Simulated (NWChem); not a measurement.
**Run report: C3H5Cl, single-point calculation (part 3 of 3)**

C3H5Cl, SMILES C=C(C)Cl; CCSD(T)/def2-SVPD, RHF (NWChem 7.3.0). The geometry comes from this level: PBE0-D4/def2-TZVP.

Geometry of the input (Å):
```
C  -0.2313  1.3023  -0.4742
C  -0.1905  -0.0196  -0.4273
C  0.3231  -0.8470  0.6955
Cl -0.7772  -0.9518  -1.7735
H  -0.6216  1.8346  -1.3307
H  0.1354  1.8781  0.3670
H  -0.4598  -1.5077  1.0761
H  1.1481  -1.4807  0.3602
H  0.6737  -0.2081  1.5069
```

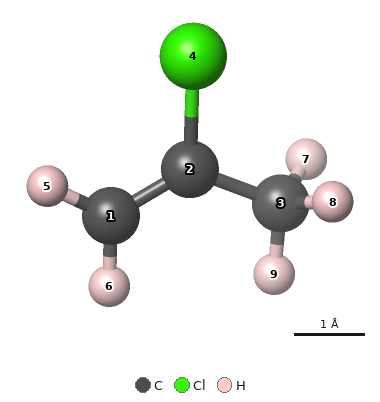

**Figure 1.** The input geometry (ball-and-stick view, seen at a tilt; atoms are numbered from 1 in the order of the input).

Output, continued
```
 Vector   38  Occ=0.000000D+00  E= 3.179745D-01
              MO Center= -4.4D-01,  7.7D-01, -9.5D-01, r^2= 8.0D+00
   Bfn.  Coefficient  Atom+Function         Bfn.  Coefficient  Atom+Function
  ----- ------------  ---------------      ----- ------------  ---------------
     8      1.363890  1 C  px                93     -0.891442  5 H  px
   113     -0.686928  8 H  s                105      0.650605  7 H  s
    10     -0.616189  1 C  pz                36     -0.611970  2 C  d -2
   119      0.425093  8 H  pz                95      0.413719  5 H  pz
   111     -0.380452  7 H  pz               101     -0.368228  6 H  px

 Vector   39  Occ=0.000000D+00  E= 3.440235D-01
              MO Center= -2.8D-01, -1.1D-01, -6.3D-01, r^2= 8.7D+00
   Bfn.  Coefficient  Atom+Function         Bfn.  Coefficient  Atom+Function
  ----- ------------  ---------------      ----- ------------  ---------------
    24      9.805783  2 C  s                  4     -4.860748  1 C  s
    44     -3.546424  3 C  s                 23     -2.829587  2 C  s
   121      1.741043  9 H  s                 43     -1.687511  3 C  s
    89      1.521770  5 H  s                 65     -1.461145  4 Cl s
    94      0.869765  5 H  py                 3      0.765639  1 C  s

 Vector   40  Occ=0.000000D+00  E= 3.821189D-01
              MO Center=  6.9D-02,  2.1D-01,  1.6D-01, r^2= 9.0D+00
   Bfn.  Coefficient  Atom+Function         Bfn.  Coefficient  Atom+Function
  ----- ------------  ---------------      ----- ------------  ---------------
   101      1.748648  6 H  px               113     -1.254985  8 H  s
   105      1.248208  7 H  s                 93     -0.957002  5 H  px
   118     -0.936148  8 H  py               110      0.929949  7 H  py
    19      0.826200  1 C  d  1              18      0.792719  1 C  d  0
   103     -0.780619  6 H  pz                48      0.541656  3 C  px

 Vector   41  Occ=0.000000D+00  E= 3.919265D-01
              MO Center= -1.1D-01, -7.1D-02, -2.6D-01, r^2= 1.0D+01
   Bfn.  Coefficient  Atom+Function         Bfn.  Coefficient  Atom+Function
  ----- ------------  ---------------      ----- ------------  ---------------
    24     15.318398  2 C  s                 23     -7.029761  2 C  s
     4     -6.368748  1 C  s                 43     -5.746834  3 C  s
    44     -5.035501  3 C  s                 65     -4.479420  4 Cl s
    97      3.727095  6 H  s                  3      2.783274  1 C  s
   105      2.587829  7 H  s                113      2.588570  8 H  s

 Vector   42  Occ=0.000000D+00  E= 4.076105D-01
              MO Center= -1.9D-01, -1.4D-01, -4.3D-01, r^2= 8.4D+00
   Bfn.  Coefficient  Atom+Function         Bfn.  Coefficient  Atom+Function
  ----- ------------  ---------------      ----- ------------  ---------------
   105      2.818009  7 H  s                113     -2.831034  8 H  s
   125      1.195853  9 H  px                28      1.009171  2 C  px
    48      1.012606  3 C  px                56     -0.862302  3 C  d -2
   110      0.816792  7 H  py               118     -0.800927  8 H  py
    93      0.758243  5 H  px               111     -0.600608  7 H  pz

 Vector   43  Occ=0.000000D+00  E= 4.160406D-01
              MO Center= -2.2D-02, -6.4D-02, -5.5D-02, r^2= 9.9D+00
   Bfn.  Coefficient  Atom+Function         Bfn.  Coefficient  Atom+Function
  ----- ------------  ---------------      ----- ------------  ---------------
    97     -5.820495  6 H  s                 44     -5.747306  3 C  s
     4      5.625250  1 C  s                 43      4.560795  3 C  s
   121      3.308446  9 H  s                  9      2.235798  1 C  py
   103      1.776573  6 H  pz                24     -1.405083  2 C  s
    29      1.261213  2 C  py                10      1.224559  1 C  pz

 Vector   44  Occ=0.000000D+00  E= 4.256708D-01
              MO Center=  5.1D-02, -6.5D-01,  8.9D-02, r^2= 9.0D+00
   Bfn.  Coefficient  Atom+Function         Bfn.  Coefficient  Atom+Function
  ----- ------------  ---------------      ----- ------------  ---------------
    44      6.974847  3 C  s                  3      5.922244  1 C  s
    24     -4.670185  2 C  s                 97     -3.230779  6 H  s
    43     -3.143994  3 C  s                105     -2.961318  7 H  s
   113     -2.936456  8 H  s                 49     -2.021730  3 C  py
   127     -1.411578  9 H  pz               103      1.141357  6 H  pz

 Vector   45  Occ=0.000000D+00  E= 4.406938D-01
              MO Center= -2.1D-01, -5.6D-01, -5.0D-01, r^2= 8.6D+00
   Bfn.  Coefficient  Atom+Function         Bfn.  Coefficient  Atom+Function
  ----- ------------  ---------------      ----- ------------  ---------------
   125     -1.346731  9 H  px                93      1.279830  5 H  px
   109      1.190565  7 H  px                56      1.099354  3 C  d -2
    48      1.049008  3 C  px               113     -0.928405  8 H  s
   117      0.917038  8 H  px               105      0.887883  7 H  s
   119     -0.806186  8 H  pz                36     -0.705087  2 C  d -2

 Vector   46  Occ=0.000000D+00  E= 4.447607D-01
              MO Center=  2.4D-01,  1.1D-01,  5.4D-01, r^2= 9.5D+00
   Bfn.  Coefficient  Atom+Function         Bfn.  Coefficient  Atom+Function
  ----- ------------  ---------------      ----- ------------  ---------------
    24     12.357011  2 C  s                 43      8.329106  3 C  s
   121     -6.929366  9 H  s                 89     -5.727717  5 H  s
     3      5.484078  1 C  s                 65     -4.278941  4 Cl s
   105     -3.844464  7 H  s                113     -3.857243  8 H  s
    50      2.525850  3 C  pz               127      2.487812  9 H  pz

 Vector   47  Occ=0.000000D+00  E= 4.586507D-01
              MO Center= -1.4D-03, -3.2D-01, -1.3D-02, r^2= 8.1D+00
   Bfn.  Coefficient  Atom+Function         Bfn.  Coefficient  Atom+Function
  ----- ------------  ---------------      ----- ------------  ---------------
    24     11.728125  2 C  s                  3     -9.011336  1 C  s
   105     -4.211310  7 H  s                113     -4.201038  8 H  s
    97      3.971689  6 H  s                 65     -3.675082  4 Cl s
   121      3.510395  9 H  s                 37     -2.898192  2 C  d -1
     4     -2.678435  1 C  s                 23      2.100815  2 C  s

 Vector   48  Occ=0.000000D+00  E= 4.628655D-01
              MO Center= -2.8D-01,  8.4D-01, -6.0D-01, r^2= 9.9D+00
   Bfn.  Coefficient  Atom+Function         Bfn.  Coefficient  Atom+Function
  ----- ------------  ---------------      ----- ------------  ---------------
    97     -7.554668  6 H  s                  4      7.212656  1 C  s
    89     -6.389488  5 H  s                 24     -6.308091  2 C  s
     3      5.398082  1 C  s                121      4.663595  9 H  s
    43     -4.412629  3 C  s                 23      3.351391  2 C  s
   105      3.110763  7 H  s                113      3.114551  8 H  s

 Vector   49  Occ=0.000000D+00  E= 4.643966D-01
              MO Center=  1.3D-01, -4.3D-01,  2.8D-01, r^2= 8.7D+00
   Bfn.  Coefficient  Atom+Function         Bfn.  Coefficient  Atom+Function
  ----- ------------  ---------------      ----- ------------  ---------------
    16      1.418803  1 C  d -2             111     -1.333331  7 H  pz
    36      1.255337  2 C  d -2             118      1.241680  8 H  py
   110     -1.232907  7 H  py               119      1.204648  8 H  pz
    93     -0.962807  5 H  px                28      0.850339  2 C  px
    59      0.800562  3 C  d  1              58      0.778134  3 C  d  0

 Vector   50  Occ=0.000000D+00  E= 4.860679D-01
              MO Center= -1.5D-01,  1.3D-01, -3.2D-01, r^2= 9.0D+00
   Bfn.  Coefficient  Atom+Function         Bfn.  Coefficient  Atom+Function
  ----- ------------  ---------------      ----- ------------  ---------------
    24     19.290346  2 C  s                 89     -9.893392  5 H  s
    43     -8.522186  3 C  s                 44     -6.454596  3 C  s
    37     -4.875722  2 C  d -1              17     -3.391449  1 C  d -1
    40     -2.781175  2 C  d  2             121      2.423180  9 H  s
   102      2.385325  6 H  py                36     -2.266696  2 C  d -2

 Vector   51  Occ=0.000000D+00  E= 4.960046D-01
              MO Center= -8.3D-02, -1.3D+00, -2.4D-01, r^2= 7.4D+00
   Bfn.  Coefficient  Atom+Function         Bfn.  Coefficient  Atom+Function
  ----- ------------  ---------------      ----- ------------  ---------------
   105      9.317285  7 H  s                113     -9.329472  8 H  s
    48      3.196359  3 C  px               109      2.993596  7 H  px
   117      2.273032  8 H  px               119     -2.062218  8 H  pz
    56     -1.855158  3 C  d -2              50     -1.455306  3 C  pz
    39     -1.320355  2 C  d  1             110      1.296808  7 H  py

 Vector   52  Occ=0.000000D+00  E= 4.974400D-01
              MO Center= -9.8D-02, -3.1D-01, -2.2D-01, r^2= 1.1D+01
   Bfn.  Coefficient  Atom+Function         Bfn.  Coefficient  Atom+Function
  ----- ------------  ---------------      ----- ------------  ---------------
    89     10.315452  5 H  s                  3     -8.290791  1 C  s
    43      7.322997  3 C  s                 97     -5.695460  6 H  s
    17      4.574811  1 C  d -1              24     -4.072794  2 C  s
    37      3.778308  2 C  d -1             121      3.168801  9 H  s
    29      2.974085  2 C  py                95      2.922788  5 H  pz

 Vector   53  Occ=0.000000D+00  E= 5.180456D-01
              MO Center= -1.4D-01,  2.4D-01, -3.0D-01, r^2= 9.1D+00
   Bfn.  Coefficient  Atom+Function         Bfn.  Coefficient  Atom+Function
  ----- ------------  ---------------      ----- ------------  ---------------
    97      8.915341  6 H  s                  3     -8.004688  1 C  s
    89     -4.910586  5 H  s                121      3.189037  9 H  s
    23      2.924080  2 C  s                 43     -2.865375  3 C  s
    24      2.793073  2 C  s                 17     -2.724670  1 C  d -1
    10     -2.326218  1 C  pz               103     -2.194396  6 H  pz

 center of mass
 --------------
 x =  -0.68319922 y =  -0.68460682 z =  -1.55377304

 moments of inertia (a.u.)
 ------------------
         489.111328469920         -25.031893526298        -115.778153004657
         -25.031893526298         324.003608192945         -63.408295127399
        -115.778153004657         -63.408295127399         278.848672124763

  Mulliken analysis of the total density
  --------------------------------------

    Atom       Charge   Shell Charges
 -----------   ------   -------------------------------------------------------
    1 C    6     5.69   1.99  0.88  0.25 -0.09  2.01  0.65  0.03 -0.04
    2 C    6     6.48   1.99  0.92  0.13  0.03  1.94  1.28  0.06  0.12
    3 C    6     5.47   1.99  0.88 -0.40  0.04  2.06  0.88  0.04 -0.02
    4 Cl  17    17.60   2.00  1.99  1.21  0.79  0.01  5.94  2.09  3.28  0.21  0.04  0.03
    5 H    1     1.01   0.76  0.24  0.03 -0.01
    6 H    1     0.99   0.76  0.18  0.03  0.02
    7 H    1     0.92   0.76  0.09  0.03  0.06
    8 H    1     0.92   0.76  0.09  0.03  0.06
    9 H    1     0.92   0.76  0.06  0.03  0.07

       Multipole analysis of the density wrt the origin
       ------------------------------------------------

     L   x y z        total         open         nuclear
     -   - - -        -----         ----         -------
     0   0 0 0     -0.000000      0.000000     40.000000

     1   1 0 0      0.270290      0.000000    -24.431683
     1   0 1 0      0.282042      0.000000    -24.662570
     1   0 0 1      0.615030      0.000000    -55.570250

     2   2 0 0    -25.106229      0.000000     49.359780
     2   1 1 0     -0.536988      0.000000     25.410079
     2   1 0 1      0.078181      0.000000     99.055394
     2   0 2 0    -22.999033      0.000000    147.433628
     2   0 1 1     -1.131114      0.000000     61.731188
     2   0 0 2    -25.011840      0.000000    229.554804

                   Four-Index Transformation
                   -------------------------
          Number of basis functions:            127
          Number of shells:                      55
          Number of occupied orbitals:           20
          Number of occ. correlated orbitals:    12
          Block length:                          16
          Superscript MO index range:      9 -   20
          Subscript MO index range:        9 -  127
          MO coefficients read from:  ./a.movecs
          Number of operator matrices in core:  156
          Half-transformed integrals produced

     Pass:    1     Index range:    9  -   20     Time:      4.26
 ------------------------------------------
 MP2 Energy (coupled cluster initial guess)
 ------------------------------------------
 Reference energy:           -575.774148577591177
 MP2 Corr. energy:             -0.576300435971586
 Total MP2 energy:           -576.350449013562752

 ****************************************************************************
              the segmented parallel ccsd program:    1 nodes
 ****************************************************************************

 level of theory    ccsd(t)
 number of core         8
 number of occupied    12
 number of virtual    107
 number of deleted      0
 total functions      127
 number of shells      55
 basis label          566

   ***** ccsd parameters *****
   iprt   =     0
   convi  =  0.100E-05
   maxit  =    60
   mxvec  =     5
 memory            144158852
  Using  1 OpenMP thread(s) in CCSD
  Failed reading restart vector from ./a.t2
  Using MP2 initial guess vector

 iter     correlation     delta       rms       T2     Non-T2      Main
             energy      energy      error      ampl     ampl      Block
                                                time     time      time
   1     -0.6023818069 -6.024D-01  4.285D-03    16.86     0.01    16.16
   2     -0.6165365672 -1.415D-02  9.014D-02    16.87     0.01    16.20
   3     -0.6189597428 -2.423D-03  1.336D-02    16.82     0.01    16.16
   4     -0.6207103237 -1.751D-03  2.840D-03    16.87     0.01    16.20
   5     -0.6208958386 -1.855D-04  1.190D-03    16.78     0.01    16.12
   6     -0.6208854602  1.038D-05  6.142D-04    16.81     0.01    16.14
   7     -0.6208784670  6.993D-06  9.853D-05    16.84     0.01    16.17
   8     -0.6208754559  3.011D-06  1.283D-04    16.77     0.01    16.10
   9     -0.6208759122 -4.563D-07  1.079D-05    16.80     0.01    16.15
  10     -0.6208762626 -3.504D-07  1.929D-05    16.82     0.01    16.15
  11     -0.6208765555 -2.930D-07  6.859D-07    16.85     0.01    16.18
                  *************converged*************

 -----------
 CCSD Energy
 -----------
 Reference energy:            -575.774148577591177
 CCSD corr. energy:             -0.620876555534021
 Total CCSD energy:           -576.395025133125159

 --------------------------------
 Spin Component Scaled (SCS) CCSD
 --------------------------------
 Same spin contribution:                 -0.130062159743824
 Same spin scaling factor:                1.130000000000000
 Opposite spin contribution:             -0.490814395790198
 Opposite spin scaling fact.:             1.270000000000000
 SCS-CCSD correlation energy:            -0.770304523164072
 Total SCS-CCSD energy:                -576.544453100755277
 memory            144158852

*********triples calculation*********

nkpass=    1; nvpass=    1; memdrv=         664042; memtrn=        1272413; memavail=      144157556
 memory available/node                      144157556
 total number of virtual orbitals       107
 number of virtuals per integral pass   107
 number of integral evaluations           1
 number of occupied per triples pass     12
 number of triples passes                 1

 commencing integral evaluation        1 at         189.55
  symmetry use  F
 commencing triples evaluation - blocking       1
 Time for integral evaluation pass     1       13.09
 Time for triples evaluation pass      1       62.91

 pseudo-e(mp4)  -0.23131641439630E-01
 pseudo-e(mp5)   0.58873928097552E-03
        e(t)    -0.22542902158654E-01

 --------------
 CCSD(T) Energy
 --------------
 Reference energy:                    -575.774148577591177

 CCSD corr. energy:                     -0.620876555534021
 T(CCSD) corr. energy:                  -0.023131641439630
 Total CCSD+T(CCSD) energy:           -576.418156774564864

 CCSD corr. energy:                     -0.620876555534021
 (T) corr. energy:                      -0.022542902158654
 Total CCSD(T) energy:                -576.417568035283807

 routine      calls  cpu(0)   cpu-min  cpu-ave  cpu-max   i/o
 aoccsd          1     0.03     0.03     0.03     0.03    0.00
 iterdrv         1     0.05     0.05     0.05     0.05    0.00
 pampt          11     0.22     0.22     0.22     0.22    0.00
 t2pm           11     0.47     0.47     0.47     0.47    0.00
 sxy            11     2.12     2.12     2.12     2.12    0.00
 ints     25964312   123.56   123.56   123.56   123.56    0.00
 t2eri       16940    41.51    41.51    41.51    41.51    0.00
 idx2        16940     6.68     6.68     6.68     6.68    0.00
 idx34          11     0.48     0.48     0.48     0.48    0.00
 ht2pm          11     0.57     0.57     0.57     0.57    0.00
 itm            11     6.10     6.10     6.10     6.10    0.00
 pdiis          11     0.09     0.09     0.09     0.09    0.00
 triples         1     0.00     0.00     0.00     0.00    0.00
 rdtrpo          1     0.02     0.02     0.02     0.02    0.00
 trpmos          1    13.09    13.09    13.09    13.09    0.00
 trpdrv          1     3.66     3.66     3.66     3.66    0.00
 dovvv      200304    43.15    43.15    43.15    43.15    0.00
 doooo      200304     6.17     6.17     6.17     6.17    0.00
 tengy      184896     9.81     9.81     9.81     9.81    0.00
 Total               257.79   257.79   257.79   257.79    0.00

 Task  times  cpu:      290.9s     wall:      290.9s
 Total times  cpu:      290.9s     wall:      290.9s
```

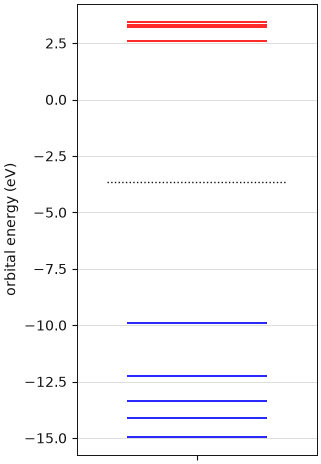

**Figure 2.** Orbital energies near the frontier (SCF reference); the dotted line parts filled from empty levels, and levels within 0.02 eV of each other stand side by side. Highest filled −9.92 eV, lowest empty 2.58 eV, 12.50 eV apart.
